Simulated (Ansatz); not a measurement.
# Formation energy and levels of the substitutional impurity Ni_Al in Al3GaN4 (Pm), part 2 of 2

Charge states of Ni_Al in Al3GaN4 (Pm), set against the band edges. Model: a cell of 96 host atoms with 1 Al taken out and 1 Ni put in.

Ansatz; place-levels on PBEsol runs: charge-transition levels and formation energies with image-charge correction and potential alignment at the atomic sites.

So far: Set-up; What was run first.

### Step 3. place-levels, PBEsol

A charged cell interacts with its images and the background, and its potential has another zero than the host's. place-levels removes the first by a point-charge model, screened by the static dielectric constant since the ions have relaxed around the charge, and the second by comparing potentials at atoms far from the defect.

The host is a run of the defect-free crystal in the same cutoffs, grids and k-points, so that basis and sampling errors cancel in part in the differences. Its band edges come from a run of the primitive cell that searches the zone for them. The host is run in a cell of 48 atoms on a matching mesh. Chemical potentials are energies per atom of Al (fcc) and Ni (fcc), run with the same functional and cutoff.

File levels.point.yaml:

```yaml
host:
  run: host.point.run
  levels_from: { run: edges.point.run }
states: [qm2_M1.point.run, qm1.point.run, qm1_M2.point.run, q0_M1.point.run, q0_M3.point.run, qp1.point.run, qp1_M4.point.run, qp1_M2.point.run]
geometry_from:
  qm2_M1.point.run: qm2_M1.relax.run
  qm1.point.run: qm1.relax_smeared.run
  qm1_M2.point.run: qm1_M2.relax.run
  q0_M1.point.run: q0_M1.relax.run
  q0_M3.point.run: q0_M3.relax.run
  qp1.point.run: qp1.relax_smeared.run
  qp1_M4.point.run: qp1_M4.relax.run
  qp1_M2.point.run: qp1_M2.relax.run
  host.point.run: host.relax.run
chemical_potentials:
  Al:
    energy: -524.553864
    dataset: <sha256 of the dataset>
  Ni:
    energy: -5804.971644
    dataset: <sha256 of the dataset>
epsilon: [4.99, 4.79, 4.8]
static_epsilon: [9.98, 8.63, 8.67]
vertical:
  - { from: qm2_M1.point.run, to: qm2_M1.point_neutral.run }
  - { from: qm1.point.run, to: qm1.point_neutral.run }
  - { from: qm1_M2.point.run, to: qm1_M2.point_neutral.run }
  - { from: qp1.point.run, to: qp1.point_neutral.run }
  - { from: qp1_M4.point.run, to: qp1_M4.point_neutral.run }
  - { from: qp1_M2.point.run, to: qp1_M2.point_neutral.run }
```

The run is started by

```bash
$ ansatz place-levels levels.point.yaml -- --threads 4 --pin off --max-ram 14131MiB
```

The log of the run:

```text
[... repeated set-up lines and file paths are left out, and long positions are rounded to six places ...]
(+1/0) 0.237 eV above the valence edge, 3.239 eV under the conduction edge
(0/-1) 1.908 eV above the valence edge, 1.569 eV under the conduction edge
(-1/-2) 3.322 eV above the valence edge, 0.155 eV under the conduction edge
formation energy of charge +1: +4.995 eV with the Fermi level at the valence edge
formation energy of charge 0: +5.233 eV with the Fermi level at the valence edge
formation energy of charge -1: +7.141 eV with the Fermi level at the valence edge
formation energy of charge -2: +10.462 eV with the Fermi level at the valence edge
vertical -2 to 0: no energy, since no alignment is typed
  the change from vertical[0].from (qm2_M1.point.run) to vertical[0].to (qm2_M1.point_neutral.run): by its potential at epsilon [4.99, 4.79, 4.8] it stands at 0.522 0.492 0.412, with an rms radius of about 2.3 Å (1.2 1.5 1.4 Å across the planes of the cell's [...]
vertical -1 to 0: no energy, since no alignment is typed
  the change from vertical[1].from (qm1.point.run) to vertical[1].to (qm1.point_neutral.run): by its potential at epsilon [4.99, 4.79, 4.8] it stands at 0.527 0.500 0.411, with an rms radius of about 2.1 Å (1.1 1.3 1.3 Å across the planes of the cell's [...]
vertical -1 to 0: no energy, since no alignment is typed
  the change from vertical[2].from (qm1_M2.point.run) to vertical[2].to (qm1_M2.point_neutral.run): by its potential at epsilon [4.99, 4.79, 4.8] it stands at 0.523 0.501 0.404, with an rms radius of about 2.4 Å (1.4 1.3 1.4 Å across the planes of the cell's [...]
vertical +1 to 0: no energy, since no alignment is typed
  the change from vertical[3].from (qp1.point.run) to vertical[3].to (qp1.point_neutral.run): by its potential at epsilon [4.99, 4.79, 4.8] it stands at 0.525 0.506 0.399, with an rms radius of about 2.8 Å (1.7 1.5 1.5 Å across the planes of the cell's [...]
vertical +1 to 0: no energy, since no alignment is typed
  the change from vertical[4].from (qp1_M4.point.run) to vertical[4].to (qp1_M4.point_neutral.run): by its potential at epsilon [4.99, 4.79, 4.8] it stands at 0.475 0.514 0.400, with an rms radius of about 3.2 Å (1.8 1.9 1.8 Å across the planes of the cell's [...]
vertical +1 to 0: no energy, since no alignment is typed
  the change from vertical[5].from (qp1_M2.point.run) to vertical[5].to (qp1_M2.point_neutral.run): by its spins about the atoms it stands at 0.527 0.501 0.470, with an rms radius of about 2.0 Å (0.8 1.1 1.5 Å across the planes of the cell's vectors); [...]
  edges by pbesol of host.levels_from (edges.point.run), its mesh sampled to repeats of 27.09 Å (the valence edge +0.128 eV and the conduction edge -0.782 eV from those of the host's own run), gap 3.477 eV; the host is sampled to repeats of 27.56 Å
  the defect's cells are sampled to repeats of 27.56 Å, like sampling
  charge +1: -87371.3644 eV with its correction of +0.263 eV, at epsilon [9.98, 8.63, 8.67], aligned at sites: +0.0417 eV, mean over 57 atomic sites at or beyond 4.70 Å from the defect at [0.5005, 0.5000, 0.4174], with -0.001089 for the charge's moments and [...]
  charge 0: +0.000 eV for its dipole among its images, +0.000 omitted
  charge -1: -87353.8734 eV with its correction of +0.145 eV, at epsilon [9.98, 8.63, 8.67], aligned at sites: +0.0770 eV, mean over 57 atomic sites at or beyond 4.70 Å from the defect at [0.5005, 0.5000, 0.4174], with -0.004447 for the charge's moments and [...]
  charge -2: -87342.8789 eV with its correction of +0.714 eV, at epsilon [9.98, 8.63, 8.67], aligned at sites: +0.0865 eV, mean over 57 atomic sites at or beyond 4.70 Å from the defect at [0.5005, 0.5000, 0.4174], with -0.005110 for the charge's moments and [...]
  charge +1: states[6] (qp1_M4.point.run) stands 0.335 eV higher, with a moment of 4.00 μB against 2.00
  states[6] (qp1_M4.point.run): levels filled in part (TS 0.006 eV): its energy is of no whole electron's
  charge +1: states[5] (qp1.point.run) stands 0.418 eV higher, with a moment of 0.00 μB against 2.00
  states[5] (qp1.point.run): levels filled in part (TS 0.018 eV): its energy is of no whole electron's
  charge 0: states[3] (q0_M1.point.run) stands 0.434 eV higher, with a moment of 1.00 μB against 3.00
  charge -1: states[1] (qm1.point.run) stands 0.673 eV higher, with a moment of 0.00 μB against 2.00
  states[1] (qm1.point.run): levels filled in part (TS 0.025 eV): its energy is of no whole electron's
  of states[0] (qm2_M1.point.run): it parts from the run that its charge is read beside by 2 carriers, of which the mean alone is read, by its potential at epsilon [4.99, 4.79, 4.8], taken for that of held ions (one typed too small widens it): that is narrow, [...]
  of states[6] (qp1_M4.point.run): it parts from the run at its places by a charge that spreads by about 1.9 Å along one vector (1.6 Å or more is wide), by its potential at epsilon [4.99, 4.79, 4.8], taken for that of held ions (one typed too small widens [...]
  of vertical[0].from (qm2_M1.point.run): it parts from the run that its charge is read beside by 2 carriers, of which the mean alone is read, by its potential at epsilon [4.99, 4.79, 4.8], taken for that of held ions (one typed too small widens it): that is [...]
  vertical[1].from (qm1.point.run): levels filled in part (TS 0.025 eV): its energy is of no whole electron's
  of vertical[1].to (qm1.point_neutral.run): stability_check_not_made
  vertical[3].from (qp1.point.run): levels filled in part (TS 0.018 eV): its energy is of no whole electron's
  vertical[4].from (qp1_M4.point.run): levels filled in part (TS 0.006 eV): its energy is of no whole electron's
  of vertical[4].from (qp1_M4.point.run): its moments are held at its close (magnetization.spin_locking), by a field of 0.104 eV a Bohr magneton, and its energy and levels are of the state that this holds: a run that lets them go can end lower; [...]
  of vertical[4].to (qp1_M4.point_neutral.run): its solution was reached by way of a converged one of higher free energy, in the state of a single point ahead of it or from where its search with frozen cores ended, in this run or in one that it set out from
  of vertical[5].to (qp1_M2.point_neutral.run): stability_check_not_made
```

The job ended after 0.8 s (4 threads of Intel Xeon 6975P-C (Granite Rapids), shared host).

Levels between the charges placed, in eV above the valence top:

|  | gap (eV) | (+1/0) | (0/−1) | (−1/−2) |
| --- | --- | --- | --- | --- |
| PBEsol | 3.48 | 0.24 | 1.91 | 3.32 |

Corrections by state:

| charge | moment (μB) | image terms and alignment (eV) | band filling (eV) | ε used | over the lowest of its charge, as the program ranks them, band filling apart (eV) |
| --- | --- | --- | --- | --- | --- |
| +1 | 2.0 | 0.263 | - | principal values (8.63, 8.67, 9.98) | 0.000 |
| 0 | 3.0 | 0.000 | - | - | 0.000 |
| −1 | 2.0 | 0.145 | - | principal values (8.63, 8.67, 9.98) | 0.000 |
| −2 | 1.0 | 0.714 | - | principal values (8.63, 8.67, 9.98) | 0.000 |
| +1 | 4.0 | 0.258 | - | principal values (8.63, 8.67, 9.98) | 0.335 |
| +1 | 0.0 | 0.260 | - | principal values (8.63, 8.67, 9.98) | 0.418 |
| 0 | 1.0 | 0.000 | - | - | 0.434 |
| −1 | 0.0 | 0.147 | - | principal values (8.63, 8.67, 9.98) | 0.673 |

The charged structures listed were also run neutral, and place-levels reads from each pair, by the potential or the spins, how wide the charge is by which they differ; that can be the carrier of either run.

| charge | rms radius (Å) | spread where it is widest against the cell (Å) | wide from (Å) | reading |
| --- | --- | --- | --- | --- |
| +1 | 2.0 | 1.52 | 1.88 | narrow |
| −1 | 2.4 | 1.37 | 1.75 | narrow |
| −2 | 2.3 | 1.47 | 1.63 | narrow |

The neutral runs of these pairs need not share the spin of the lowest neutral state, and very wide values only mean spread over the cell.

From the program's caveats on the states, each cut to its opening words:

- charge −2 (1 μB): it parts from the run that its charge is read beside by 2 carriers, of which the mean alone is read, by its potential at epsilon [4.99, 4.79, 4.8], taken for [...]
- charge +1 (4 μB): it parts from the run at its places by a charge that spreads by about 1.9 Å along one vector (1.6 Å or more is wide), by its potential at epsilon [4.99, 4.79, [...]
- charge +1 (4 μB): its moments are held at its close (magnetization.spin_locking), by a field of 0.104 eV a Bohr magneton, and its energy and levels are of the state that this [...]

Chemical potentials of the elements' reference phases, run alike. Formation energies (elemental references), with the Fermi level at the valence top and at the conduction bottom (gap 3.48 eV):

| charge | at valence top (eV) | at conduction bottom (eV) | correction included (eV) |
| --- | --- | --- | --- |
| +1 | 5.00 | 8.47 | 0.26 |
| 0 | 5.23 | 5.23 | 0.00 |
| −1 | 7.14 | 3.66 | 0.14 |
| −2 | 10.46 | 3.51 | 0.71 |

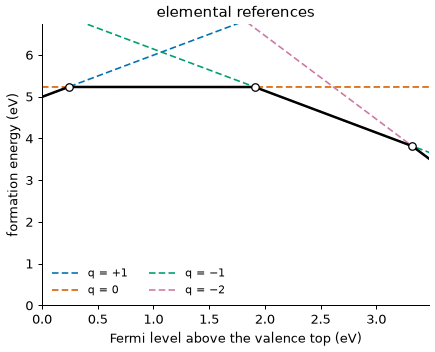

Formation energy against Fermi level; the thick line follows the lowest charge state and circles mark the transition levels.

The charge transition levels (eV, zero at the valence-band top of the host):

|  | conduction bottom | valence top |
| --- | --- | --- |
| Ni_Al | 3.48 | 0.00 |

|  | level | energy (eV) |
| --- | --- | --- |
| Ni_Al | (+1/0) | 0.24 |
| Ni_Al | (0/−1) | 1.91 |
| Ni_Al | (−1/−2) | 3.32 |

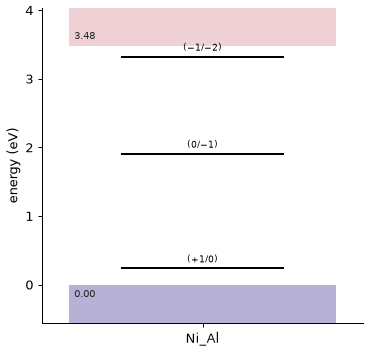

Charge transition levels. Shaded: valence and conduction bands.

### Step 4. What a wrong or other choice does

In this try the input is made faulty on purpose, to show what that does.

Another version of the file is tried.

levels.try0.yaml is levels.point.yaml with these lines changed:

```diff
-states: [qm2_M1.point.run, qm1.point.run, qm1_M2.point.run, q0_M1.point.run, q0_M3.point.run, qp1.point.run, qp1_M4.point.run, qp1_M2.point.run]
+states: [qm2_M1.relax.run, qm1.point.run, qm1_M2.point.run, q0_M1.point.run, q0_M3.point.run, qp1.point.run, qp1_M4.point.run, qp1_M2.point.run]
-  qm2_M1.point.run: qm2_M1.relax.run
```

The run is started by

```bash
$ ansatz place-levels levels.try0.yaml -- --threads 4 --pin off --max-ram 14131MiB
```

The log of the run:

```text
Error: states: the states of charge -2 and -1 were not made alike: the mesh or its shifts (kpoints.further_shifts), scf.occupations
```

The change: a state from another k-mesh.

No levels were formed: the file was rejected.

### Step 5. What came out

* gap of the host: 3.48 eV (PBEsol)
* level (plus 1/0): 0.24 eV above the valence top
* level (0/minus 1): 1.91 eV above the valence top
* level (minus 1/minus 2): 3.32 eV above the valence top
* lowest of the charges placed, just above the valence top (0.02 eV): +1
* lowest of the charges placed, just below the conduction bottom (0.02 eV): −2
* lowest formation energy at mid-gap of the charges run, elemental references: 5.23 eV

In words: Of the charges placed (−2, −1, 0 and +1), the lowest changes at 0.24 eV (+1/0), 1.91 eV (0/−1) and 3.32 eV (−1/−2) above the valence top, in a gap of 3.48 eV. (+1/0) and (−1/−2) lie nearer to a band edge than the share of the finite-size correction in them (0.26 and 0.57 eV), and that correction holds for a localised charge alone. Charges above +1 and below −2 were not placed, so these runs say nothing of levels that involve them. States placed: +1 at 2 μB, 4 μB and 0 μB; 0 at 3 μB and 1 μB; −1 at 2 μB and 0 μB; −2 at 1 μB. Other spin states or structures, where not listed, weren't placed. Ni is taken at its element; compounds, which aren't counted here, bound the chemical potentials and would shift these formation energies. Limits: PBEsol makes the gap too small and tends to spread out bound carriers; where a gas molecule sets a chemical potential or the host's formation energy, its binding is uncorrected.

[Logs are printed without paths, hosts, clocks, repeated set-up lines and the standing remarks that a program may print on its own settings, such as how far it seeks lower states.]

[Hosts, paths, dates, database ids (printed as entryN), source tags and the programs' standing remarks are cut or masked in the printed files.]

[Where a table of states has a column of steps, it counts the stored structures, which are thinned; the runs took as many ionic steps or more.]

[A defect's name tells the site on which it was built; relaxed atoms can leave that site.]

[For some hosts the program warned that the k-mesh of the response run may be too coarse for force constants and the static dielectric constant; such warnings are not shown here.]
